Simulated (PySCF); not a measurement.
# CoHCl: structure of the quartet

Where does quartet CoHCl go from a linear start, is the end point a minimum, and what are its modes, charges and moments?

Method: PBE0, basis Co def2-TZVP, H def2-TZVP, Cl def2-TZVP, no relativity, density fitting; program: PySCF 2.14.0.

## Step 1: The system as given

3 atoms, charge 0, spin multiplicity 4.

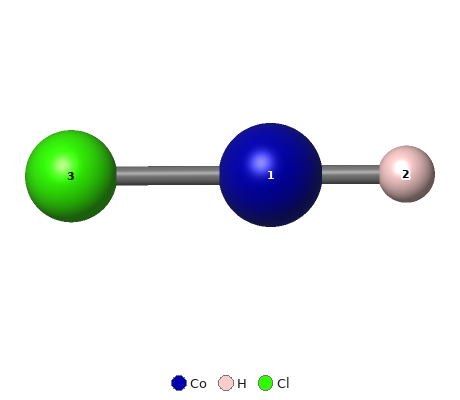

The starting geometry (cobalt blue, hydrogen pink, chlorine green); atoms are numbered from 1 in the order of the file.

Z-matrix (Å, degrees; charge 0 multiplicity 4):
```
Co
H  1 1.4300
Cl 1 2.1000 2 180.00
```

## Step 2: First SCF at the start

The steps below are one call of a driver around PySCF. For each, scf.py gives the equivalent set-up of the SCF; relaxations use the driver's own optimiser. After this first run the driver tries any further starts and a stability analysis.

scf.py reads:

```python
from pyscf import gto, scf, dft
mol = gto.M(atom='''
Co     0.000000     0.000000     0.000000
H      0.000000     0.000000    -1.430000
Cl     0.000000     0.000000     2.100000''',
    basis={'Co': 'def2-TZVP', 'H': 'def2-TZVP', 'Cl': 'def2-TZVP'},
    charge=0, spin=3)
mf = dft.UKS(mol, xc='PBE0')
mf.grids.atom_grid = (50, 194)
aux = {'Co': 'def2-universal-JKFIT', 'H': 'def2-universal-JKFIT', 'Cl': 'def2-universal-JKFIT'}
mf = mf.density_fit(auxbasis=aux)
mf.conv_tol = 1e-08
mf.diis_space = 10
mf.max_cycle = 60
mf.init_guess = 'minao'
mf.verbose = 4
mf.kernel()
```

Launch:

```
$ OMP_NUM_THREADS=2 python axn.py task.json out
```

The runs that follow: Relaxing the quartet from the linear start; Is it a minimum? Harmonic modes.

Q: Predict the outcome of this session. Wanted: minimum; geometry; wavenumbers; dipole moment; highest occupied, lowest empty level; polar-tensor charge of Co1; zero-point energy; atomisation energy; ⟨S²⟩.

As calculated:

| quantity | value |
| --- | --- |
| minimum | quartet, C∞v |
| geometry | Co–Cl 2.149 Å, Co–H 1.567 Å; Cl–Co–H 180.0° |
| wavenumbers (cm⁻¹) | 289, 290, 412, 1861 |
| dipole moment | 1.70 D |
| highest occupied, lowest empty level (either spin) | -8.53, -4.02 eV |
| polar-tensor charge of Co1 | +1.09 e |
| zero-point energy | 17.1 kJ/mol |
| entropy at 298.15 K | 261.4 J/(mol K) |
| atomisation energy (no zero-point energy) | 632 kJ/mol |
| ⟨S²⟩ | 3.763 |

**Reading.** The molecule stays C∞v, as typed, and the end point is a minimum. In the infrared the band at 1861 cm⁻¹ (stretch) leads. Most of the spin sits on Co1 (Mulliken spin 2.99, against 3 for the whole molecule). The first SCF alone would have been 71 kJ/mol too high. Other starts or spin states, not run here, may lie lower. The SCF density has lower symmetry than the nuclear frame. One determinant may miss the lowest occupation of an open d or f shell.
